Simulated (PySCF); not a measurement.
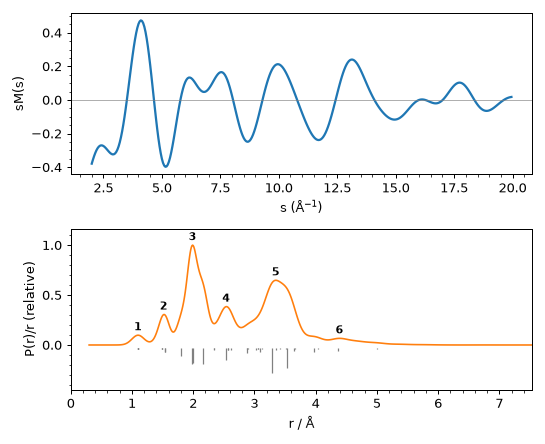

Simulated gas electron diffraction: reduced molecular intensity sM(s) from the Debye equation in the first Born approximation (top) and the radial distribution curve (bottom) of C3H8SSeSi. Each pair of atoms contributes with weight ZᵢZⱼ/r (bars below the curve); damping constant 0.002 Å²; vibrational amplitudes assumed, not computed: 0.05 Å for bonds, 0.078 Å for bonds to H, 0.06 + 0.015 r up to 0.15 Å for other pairs. The geometry is the end point of an optimisation (PBE0-D3(BJ)/def2-SVP geometry optimisation, gas phase in PySCF); it may be a saddle point or a higher isomer.

### Assign the numbered peaks of the radial distribution curve (– bonded, ··· not bonded).

Peak 1, 1.10 Å: C–H 1.10 Å (×5)
Peak 2, 1.52 Å: Si–H 1.49 Å (×3), C–C 1.53 Å (×2)
Peak 3, 1.99 Å: S–C 1.81 Å, Se–C 1.97–1.99 Å (×2), S–Si 2.15 Å, not resolved
Peak 4, 2.54 Å: Se···C 2.54 Å, Se···H 2.56–2.62 Å (×3), not resolved
Peak 5, 3.35 Å: Si···C 3.09–3.65 Å (×2), Se···S 3.29 Å, Se···Si 3.53 Å, not resolved; in its flanks S···C 2.88–3.97 Å
Peak 6, 4.39 Å: C···H 4.29–4.71 Å (×3), Si···C 4.37 Å, Si···H 4.51–4.66 Å (×2), S···H 4.67–4.70 Å (×2), not resolved; in its flanks Se···H 5.00 Å
